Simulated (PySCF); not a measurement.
**C$_{5}$H$_{9}$N (SMILES C=CN=C(C)C): density, localisation and related maps**

```yaml
atoms:
  - { symbol: C, position_ang: [2.3761, -0.6170, 0.0951] }
  - { symbol: C, position_ang: [1.6386, 0.2382, 0.7969] }
  - { symbol: N, position_ang: [0.5165, 0.8866, 0.3510] }
  - { symbol: C, position_ang: [-0.5713, 0.3805, -0.0336] }
  - { symbol: C, position_ang: [-0.9280, -1.0796, 0.0151] }
  - { symbol: C, position_ang: [-1.6335, 1.2946, -0.5599] }
  - { symbol: H, position_ang: [2.0780, -0.9419, -0.8873] }
  - { symbol: H, position_ang: [3.3210, -0.9740, 0.4627] }
  - { symbol: H, position_ang: [1.9723, 0.6018, 1.7621] }
  - { symbol: H, position_ang: [-1.9156, -1.2118, 0.4524] }
  - { symbol: H, position_ang: [-0.1942, -1.6368, 0.5931] }
  - { symbol: H, position_ang: [-0.9525, -1.4823, -0.9968] }
  - { symbol: H, position_ang: [-1.2622, 2.3139, -0.6067] }
  - { symbol: H, position_ang: [-2.5085, 1.2614, 0.0880] }
  - { symbol: H, position_ang: [-1.9411, 0.9743, -1.5540] }
```

Geometry: GFN2-xTB.

Method: PySCF 2.14.0, PBE0/pcSseg-1, SCF density, gas phase, non-relativistic.

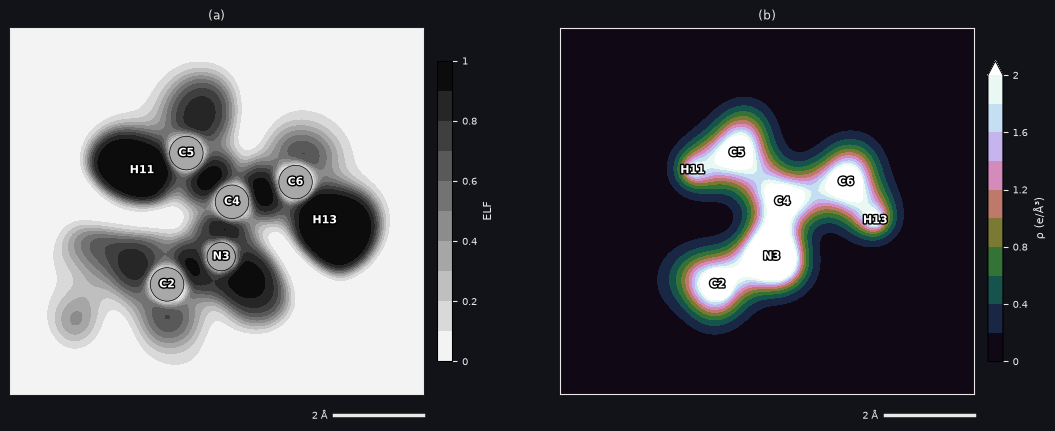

Figure 1. (a) ELF; (b) electron density on the plane of atoms C4, C6 and H13. Grey discs cover the atomic cores in the ELF map.

What does the map show?

- The plane passes through C, N and H nuclei.
- C–N (1.26 Å): ρ is about 2.8 e/Å³ halfway; the ELF peaks at about 0.90 between the atoms: a short, multiple covalent bond.
- C–H (1.09 Å): the density is about 2 e/Å³ at the midpoint; the ELF climbs to about 1 towards the hydrogen, as it does in any bond to H; a covalent bond by its length.
- C–N (1.37 Å): ρ is about 2.2 e/Å³ halfway; the ELF peaks at about 0.95 between the atoms, as expected for localised, covalent bonding.
- C–C (1.50 Å): the density is about 1.8 e/Å³ at the midpoint; the ELF peaks at about 0.95 between the atoms: localised, covalent bonding.
- The ELF also peaks beside N3, away from the bonds: lone-pair regions.

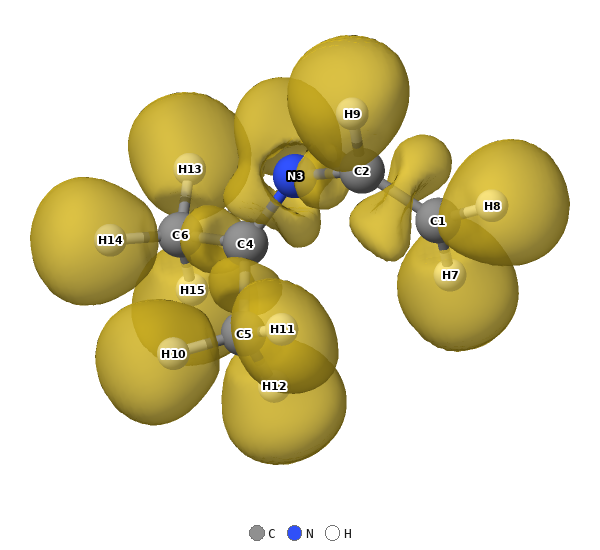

Figure 2. Isosurface of the ELF at 0.75 (yellow), seen at a tilt. Only the valence region is drawn (cores and ρ < 0.01 e/Å³ removed).

Identify the bonds, lone pairs and shells in this picture.

At this value the surface marks out three regions between bonded C–C atoms (shared pairs), nine regions around hydrogen nuclei and one region on N in which the atom's valence shell and bonds are merged.


 C–C (1.33 Å): the ELF peaks at about 0.90 between the atoms; a multiple bond.

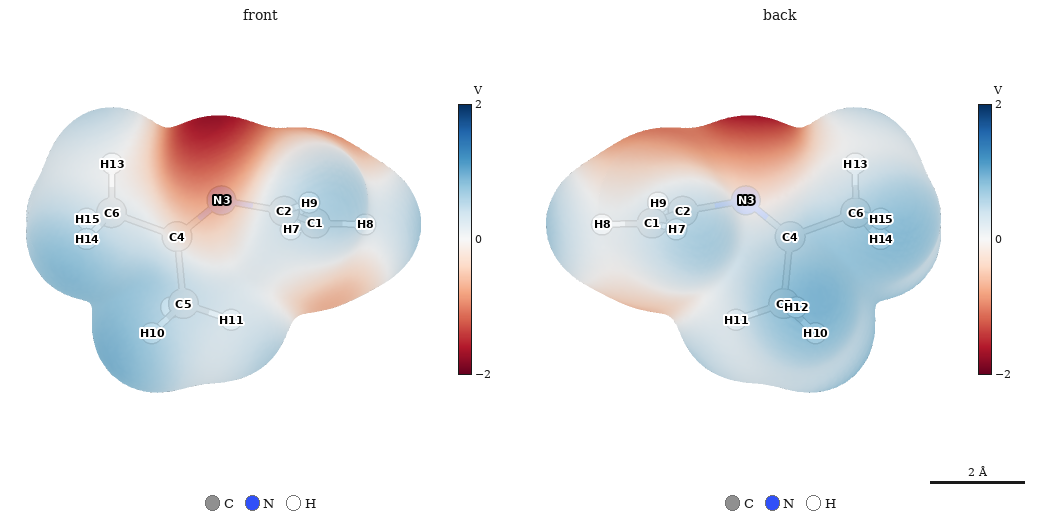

Figure 3. The electrostatic potential painted on the density surface at 0.002 e/bohr³, seen from the front and from behind; red is negative and blue positive.

Describe the electrostatic potential map.

The most negative region (about −1.7 V, or −39 kcal/mol for a unit charge) lies over N3, the most positive (about +0.9 V, or +21 kcal/mol for a unit charge) over H10 and H12. N3 is the likeliest acceptor of a hydrogen bond.

How polar is the molecule by this calculation?

Its dipole moment is 1.96 D.
